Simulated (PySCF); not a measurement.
# C₃H₇NSi: NMR shifts at several levels of theory, part 2 of 2

PySCF 2.14.0. Atoms count from 0. The steps go on from the part before.

## 9. NMR shieldings: KT3/pcSseg-2

What the job is given:

```
{"job": {"kind": "nmr", "xc": "KT3", "basis": "pcSseg-2", "pop": false}, "charge": 0, "multiplicity": 1}
C      1.661094    -0.157306    -0.084150
Si    -0.129467     0.185602    -0.500122
C     -1.320547    -0.944449     0.393857
C     -0.503607     1.939203     0.033115
N     -0.723476     3.022349     0.385621
H      1.931347    -1.186050    -0.369182
H      1.837670    -0.038054     0.995617
H      2.328945     0.534015    -0.619779
H     -0.358400     0.159419    -1.974126
H     -2.364892    -0.678266     0.173332
H     -1.169976    -0.882092     1.482445
H     -1.157126    -1.988291     0.082893
```

Method: GIAO KT3/pcSseg-2 NMR shielding, non-relativistic, gas phase.

Standard output:

```text
coarse grid: 10288 points
cycle   1  E = -467.8047127965  dE =  1.538e-01  |g| = 6.352e-01  |ddm| = 2.354e+00
cycle   2  E = -467.5384065349  dE =  2.663e-01  |g| = 1.193e+00  |ddm| = 1.217e+00
cycle   3  E = -467.8545539312  dE = -3.161e-01  |g| = 4.865e-01  |ddm| = 9.174e-01
cycle   4  E = -467.9097190325  dE = -5.517e-02  |g| = 4.668e-02  |ddm| = 2.403e-01
cycle   5  E = -467.9101776770  dE = -4.586e-04  |g| = 1.947e-02  |ddm| = 5.654e-02
cycle   6  E = -467.9102875311  dE = -1.099e-04  |g| = 3.772e-03  |ddm| = 2.325e-02
cycle   7  E = -467.9102911733  dE = -3.642e-06  |g| = 8.175e-04  |ddm| = 4.175e-03
final grid: 94152 points
cycle   8  E = -467.9301421568  dE = -2.977e-04  |g| = 1.114e-02  |ddm| = 1.060e-01
cycle   9  E = -467.9301347224  dE =  7.434e-06  |g| = 9.156e-03  |ddm| = 7.934e-03
cycle  10  E = -467.9301238476  dE =  1.087e-05  |g| = 1.052e-02  |ddm| = 9.217e-03
cycle  11  E = -467.9301491785  dE = -2.533e-05  |g| = 7.537e-04  |ddm| = 4.845e-03
cycle  12  E = -467.9301493225  dE = -1.440e-07  |g| = 1.260e-04  |ddm| = 7.311e-04
cycle  13  E = -467.9301493265  dE = -4.042e-09  |g| = 3.493e-05  |ddm| = 1.380e-04
cycle  14  E = -467.9301493269  dE = -3.865e-10  |g| = 6.533e-06  |ddm| = 4.346e-05
converged SCF energy = -467.9301493269

GIAO shielding tensors (ppm)
atom      isotropic    diamagn.    paramagn.     s11        s22        s33       span
  0 C      184.134     245.672     -61.537    180.548    184.339    187.516      6.969
  1 Si     399.208     880.474    -481.266    361.228    389.785    446.611     85.383
  2 C      184.166     245.687     -61.521    180.539    184.312    187.648      7.110
  3 C       63.114     263.710    -200.596    -50.173    -47.021    286.536    336.709
  4 N      -74.804     332.967    -407.771   -259.630   -256.542    291.761    551.391
  5 H       31.220      30.173       1.046     27.202     28.685     37.773     10.571
  6 H       31.005      30.833       0.172     27.460     28.853     36.702      9.242
  7 H       30.835      29.243       1.592     26.776     28.148     37.580     10.804
  8 H       26.970      29.484      -2.514     24.671     24.754     31.486      6.815
  9 H       30.836      29.244       1.592     26.754     28.175     37.579     10.825
 10 H       31.016      30.848       0.169     27.456     28.897     36.696      9.240
 11 H       31.221      30.146       1.075     27.234     28.637     37.791     10.557
```

Wall time 46 s (1 thread of Arm Neoverse V1, shared host); peak memory 0.88 GiB.

Key values: δ C3 118.2, C0 -2.8, Si1 -41.0, N4 333.5, H8 4.38, H5 0.33 ppm (means over like atoms).

## 10. Shielding tensors: B97-D/pcSseg-2

Settings changed since step 9:

```diff
@@ -1,2 +1,2 @@
-{"job": {"kind": "nmr", "xc": "KT3", "basis": "pcSseg-2", "pop": false}, "charge": 0, "multiplicity": 1}
+{"job": {"kind": "nmr", "xc": "B97-D", "basis": "pcSseg-2", "pop": false}, "charge": 0, "multiplicity": 1}
 C      1.661094    -0.157306    -0.084150
```

With the program's defaults for keys left out, this is: GIAO B97-D/pcSseg-2 NMR shielding, non-relativistic, gas phase.

Standard output:

```text
coarse grid: 10288 points
cycle   1  E = -462.6276214897  dE =  1.425e-01  |g| = 6.595e-01  |ddm| = 2.431e+00
cycle   2  E = -462.3569551926  dE =  2.707e-01  |g| = 1.221e+00  |ddm| = 1.174e+00
cycle   3  E = -462.6759872478  dE = -3.190e-01  |g| = 5.169e-01  |ddm| = 9.021e-01
cycle   4  E = -462.7366289623  dE = -6.064e-02  |g| = 4.919e-02  |ddm| = 2.422e-01
cycle   5  E = -462.7371463747  dE = -5.174e-04  |g| = 2.254e-02  |ddm| = 6.079e-02
cycle   6  E = -462.7372907645  dE = -1.444e-04  |g| = 3.144e-03  |ddm| = 2.334e-02
cycle   7  E = -462.7372938005  dE = -3.036e-06  |g| = 8.492e-04  |ddm| = 4.300e-03
final grid: 94152 points
cycle   8  E = -462.7400046470  dE = -1.217e-04  |g| = 7.521e-03  |ddm| = 5.964e-02
cycle   9  E = -462.7399870677  dE =  1.758e-05  |g| = 1.081e-02  |ddm| = 1.028e-02
cycle  10  E = -462.7400008786  dE = -1.381e-05  |g| = 7.191e-03  |ddm| = 8.343e-03
cycle  11  E = -462.7400121905  dE = -1.131e-05  |g| = 1.191e-03  |ddm| = 3.414e-03
cycle  12  E = -462.7400125307  dE = -3.402e-07  |g| = 1.892e-04  |ddm| = 7.338e-04
cycle  13  E = -462.7400125401  dE = -9.466e-09  |g| = 5.807e-05  |ddm| = 2.243e-04
cycle  14  E = -462.7400125410  dE = -8.432e-10  |g| = 1.154e-05  |ddm| = 5.555e-05
converged SCF energy = -462.7400125410

GIAO shielding tensors (ppm)
atom      isotropic    diamagn.    paramagn.     s11        s22        s33       span
  0 C      182.257     246.086     -63.830    178.796    182.437    185.537      6.741
  1 Si     379.589     879.387    -499.798    339.573    369.814    429.380     89.808
  2 C      182.289     246.096     -63.806    178.789    182.386    185.693      6.904
  3 C       55.035     264.838    -209.804    -62.079    -58.867    286.050    348.129
  4 N      -85.566     333.441    -419.008   -275.568   -272.132    291.001    566.569
  5 H       31.267      30.240       1.027     27.335     28.800     37.667     10.331
  6 H       31.056      30.821       0.235     27.594     28.970     36.604      9.010
  7 H       30.896      29.379       1.517     26.929     28.262     37.499     10.570
  8 H       26.971      29.462      -2.491     24.720     24.770     31.424      6.704
  9 H       30.898      29.381       1.517     26.906     28.289     37.498     10.591
 10 H       31.068      30.833       0.234     27.590     29.015     36.599      9.009
 11 H       31.268      30.212       1.056     27.367     28.752     37.685     10.318
```

Wall time 46 s (1 thread of Arm Neoverse V1, shared host); peak memory 0.88 GiB.

In short: δ C3 124.0, C0 -3.2, Si1 -43.0, N4 343.5, H8 4.42, H5 0.32 ppm (means over like atoms).

## 11. Shielding tensors: B3LYP/pcSseg-2

Settings changed since step 10:

```diff
@@ -1,2 +1,2 @@
-{"job": {"kind": "nmr", "xc": "B97-D", "basis": "pcSseg-2", "pop": false}, "charge": 0, "multiplicity": 1}
+{"job": {"kind": "nmr", "xc": "B3LYP", "basis": "pcSseg-2", "pop": false}, "charge": 0, "multiplicity": 1}
 C      1.661094    -0.157306    -0.084150
```

Method: GIAO B3LYP/pcSseg-2 NMR shielding, non-relativistic, gas phase.

Standard output:

```text
coarse grid: 10288 points
cycle   1  E = -462.8162861831  dE =  1.699e-01  |g| = 5.765e-01  |ddm| = 2.376e+00
cycle   2  E = -462.6794868730  dE =  1.368e-01  |g| = 9.574e-01  |ddm| = 8.537e-01
cycle   3  E = -462.8759684010  dE = -1.965e-01  |g| = 3.074e-01  |ddm| = 5.963e-01
cycle   4  E = -462.8963577586  dE = -2.039e-02  |g| = 3.824e-02  |ddm| = 1.498e-01
cycle   5  E = -462.8966762827  dE = -3.185e-04  |g| = 1.272e-02  |ddm| = 3.411e-02
cycle   6  E = -462.8967191499  dE = -4.287e-05  |g| = 1.292e-03  |ddm| = 1.109e-02
cycle   7  E = -462.8967196142  dE = -4.644e-07  |g| = 3.464e-04  |ddm| = 1.666e-03
final grid: 94152 points
cycle   8  E = -462.9093472483  dE = -5.679e-05  |g| = 4.907e-03  |ddm| = 3.211e-02
cycle   9  E = -462.9093446003  dE =  2.648e-06  |g| = 5.780e-03  |ddm| = 6.282e-03
cycle  10  E = -462.9093528947  dE = -8.294e-06  |g| = 5.890e-04  |ddm| = 3.586e-03
cycle  11  E = -462.9093529036  dE = -8.932e-09  |g| = 5.573e-04  |ddm| = 5.429e-04
cycle  12  E = -462.9093529667  dE = -6.311e-08  |g| = 1.574e-04  |ddm| = 2.917e-04
cycle  13  E = -462.9093529721  dE = -5.369e-09  |g| = 1.806e-05  |ddm| = 1.075e-04
cycle  14  E = -462.9093529722  dE = -6.207e-11  |g| = 3.071e-06  |ddm| = 1.509e-05
converged SCF energy = -462.9093529722

GIAO shielding tensors (ppm)
atom      isotropic    diamagn.    paramagn.     s11        s22        s33       span
  0 C      182.601     244.507     -61.906    178.915    182.973    185.915      7.000
  1 Si     366.756     877.566    -510.810    325.604    356.654    418.010     92.406
  2 C      182.629     244.517     -61.888    178.891    182.923    186.073      7.182
  3 C       48.795     264.450    -215.654    -72.798    -69.731    288.915    361.714
  4 N     -101.892     331.579    -433.471   -299.899   -296.839    291.061    590.960
  5 H       31.257      30.296       0.961     27.243     28.712     37.816     10.573
  6 H       31.038      30.762       0.276     27.506     28.889     36.719      9.213
  7 H       30.882      29.508       1.374     26.850     28.180     37.617     10.767
  8 H       26.994      29.071      -2.077     24.701     24.739     31.542      6.841
  9 H       30.883      29.510       1.373     26.826     28.207     37.616     10.790
 10 H       31.049      30.772       0.277     27.501     28.934     36.711      9.210
 11 H       31.258      30.270       0.988     27.277     28.664     37.835     10.558
```

Run time: 37 s. Hardware: 1 thread of Arm Neoverse V1, shared host; peak memory 1.1 GiB.

Key values: δ C3 130.4, C0 -3.4, Si1 -42.1, N4 360.4, H8 4.40, H5 0.33 ppm (means over like atoms).

## 12. Run by run: NMR shifts

Shifts (ppm), means over like atoms, with basis size and wall time:

| run | C3 | C0 | H8 | H5 | Si1 | N4 | functions | time |
| --- | --- | --- | --- | --- | --- | --- | --- | --- |
| HF/pcSseg-2 | 137.1 | -3.0 | 4.09 | 0.36 | -33.4 | 370.6 | 285 | 20 s |
| LDA/pcSseg-2 | 133.5 | -4.6 | 4.83 | 0.31 | -46.4 | 372.6 | 285 | 39 s |
| PBE/pcSseg-2 | 128.2 | -3.7 | 4.59 | 0.32 | -44.2 | 358.3 | 285 | 47 s |
| BLYP/pcSseg-2 | 126.5 | -3.3 | 4.50 | 0.32 | -45.7 | 355.6 | 285 | 46 s |
| BP86/pcSseg-2 | 127.3 | -3.7 | 4.59 | 0.31 | -44.2 | 355.4 | 285 | 48 s |
| OPBE/pcSseg-2 | 125.5 | -3.3 | 4.50 | 0.32 | -39.8 | 347.2 | 285 | 49 s |
| KT2/pcSseg-2 | 118.5 | -3.3 | 4.60 | 0.33 | -42.7 | 337.9 | 285 | 49 s |
| KT3/pcSseg-2 | 118.2 | -2.8 | 4.38 | 0.33 | -41.0 | 333.5 | 285 | 46 s |
| B97-D/pcSseg-2 | 124.0 | -3.2 | 4.42 | 0.32 | -43.0 | 343.5 | 285 | 46 s |
| B3LYP/pcSseg-2 | 130.4 | -3.4 | 4.40 | 0.33 | -42.1 | 360.4 | 285 | 37 s |

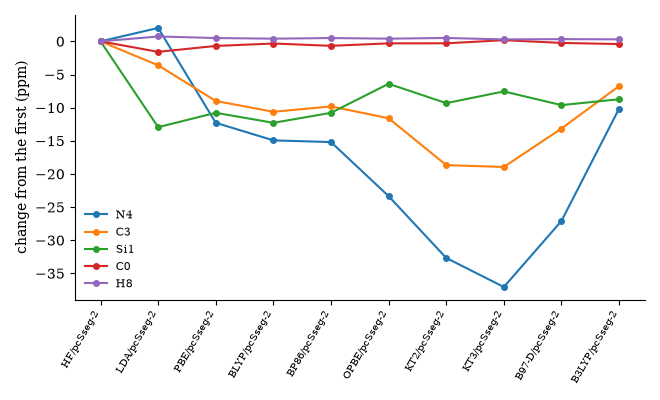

How five of the tabulated atoms move from run to run.

## 13. Outcome

The summary covers parts 1 to 2.

| quantity | value |
| --- | --- |
| 13C shifts against TMS (HF/pcSseg-2, means over atoms taken as alike) | 137.1, -3.0 ppm |
| 1H shifts against TMS (HF/pcSseg-2, means over atoms taken as alike) | 4.09, 0.36 ppm |
| 29Si shifts against TMS (HF/pcSseg-2) | -33.4 ppm |
| 15N shifts against NH3 (HF/pcSseg-2) | 370.6 ppm |
| range of the shift of N4 | 333.5 to 372.6 ppm |

**Reading.** Single values in the summary come from the first run of each kind that ended normally (HF/pcSseg-2), which need not be the best level. At HF/pcSseg-2: The widest tensor belongs to N4: span 601 ppm, with a paramagnetic part of -441 ppm. Across the 10 runs the shift of N4 moves most, between 333.5 (KT3/pcSseg-2) and 372.6 ppm (LDA/pcSseg-2).
